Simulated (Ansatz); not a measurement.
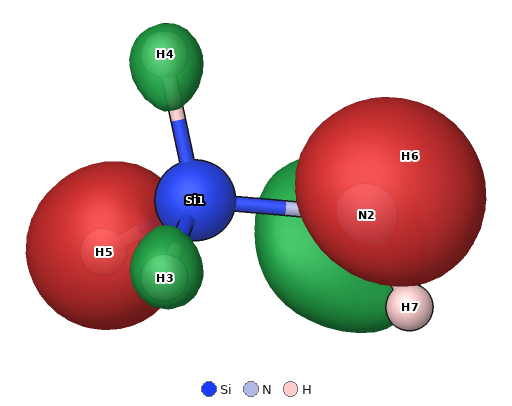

H₅NSi. The HOMO at ±0.15 Å⁻³ᐟ² (green and red are the two phases), seen at a tilt.

Geometry: PBE0-D4/def2-TZVP.

The calculation used Ansatz, isolated molecule in a Gaussian basis; Hartree-Fock.

Input file:

```
crystal:
  periodic: [false, false, false]
  atoms:
    - {symbol: Si, position_ang: [-0.413010, -0.292700, -0.422350]}
    - {symbol: N, position_ang: [0.611760, 0.348670, 0.801280]}
    - {symbol: H, position_ang: [-0.018320, -1.706330, -0.653330]}
    - {symbol: H, position_ang: [-1.813170, -0.217090, 0.068940]}
    - {symbol: H, position_ang: [-0.367930, 0.402730, -1.743970]}
    - {symbol: H, position_ang: [0.391580, 1.238230, 1.219480]}
    - {symbol: H, position_ang: [1.609100, 0.226510, 0.729930]}
basis:
  gaussian:
    orbitals: def2-SVP
hamiltonian:
  xc: hf
accuracy: high
output: {forces: true, orbitals: {seedname: orbitals}}
```

Run with:

```sh
ansatz run job.yaml --threads 1 --pin off --max-ram 3480MiB --events-out events.jsonl --progress --plain --runs-dir runs
```

Question: Describe this orbital and give its energy.

Answer: By Hirshfeld shares it lies mainly on N2 (about 55 %), Si1 (about 15 %) and H5 (about 15 %). Its energy is −10.84 eV.
